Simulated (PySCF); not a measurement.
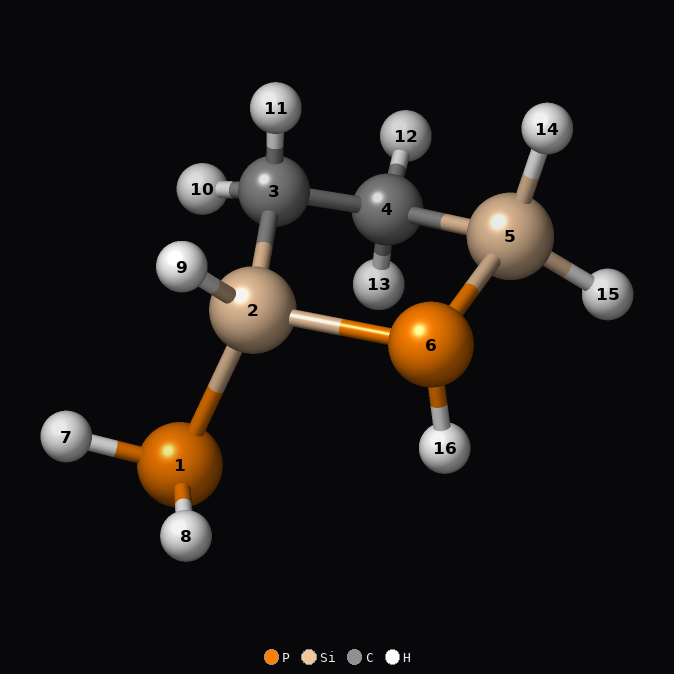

The geometry was computed by an optimisation with GFN2-xTB. No frequency run is at hand to confirm it as a minimum.

Give the bond lengths.

| bond | length (Å) | order |
| --- | --- | --- |
| P1–Si2 | 2.253 | single |
| P1–H7 | 1.383 | single |
| P1–H8 | 1.383 | single |
| Si2–C3 | 1.921 | single |
| Si2–P6 | 2.252 | single |
| Si2–H9 | 1.473 | single |
| C3–C4 | 1.527 | single |
| C3–H10 | 1.092 | single |
| C3–H11 | 1.091 | single |
| C4–Si5 | 1.914 | single |
| C4–H12 | 1.091 | single |
| C4–H13 | 1.093 | single |
| Si5–P6 | 2.244 | single |
| Si5–H14 | 1.466 | single |
| Si5–H15 | 1.463 | single |
| P6–H16 | 1.382 | single |
